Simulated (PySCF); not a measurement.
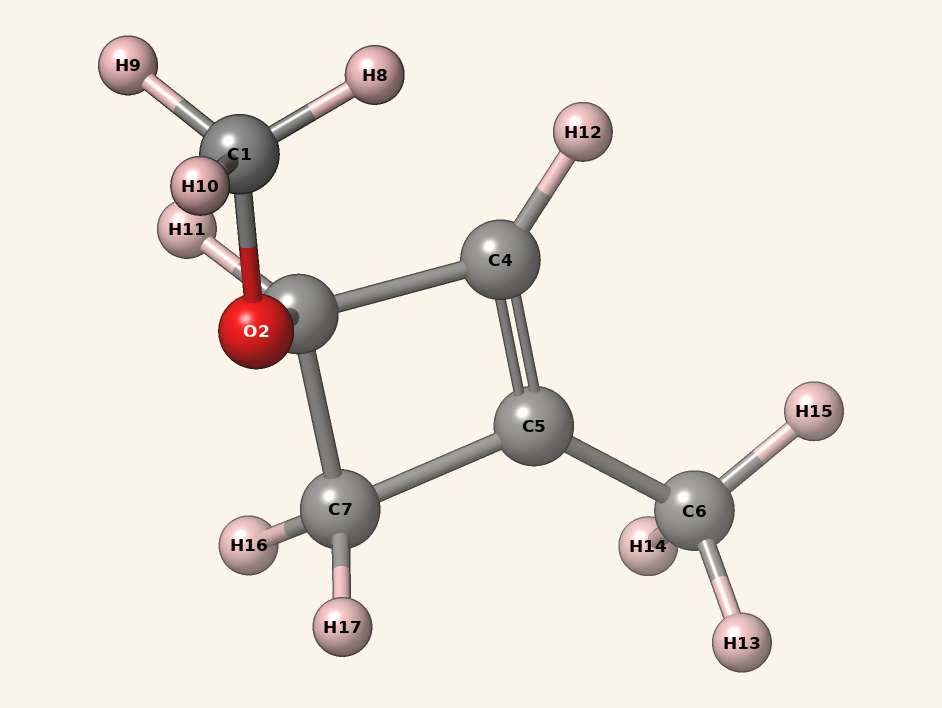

C3 lies behind O2. The molecule seen a little off the O2–C3 bond, O2 in front. Atoms fade into the background with distance from the viewer. Geometry: an end point of a reaction path computed with GFN2-xTB.

> What is the torsion angle C1–O2–C3–C7? The sign is positive where the front bond must turn clockwise to cover the back bond.

173°, antiperiplanar (anti).
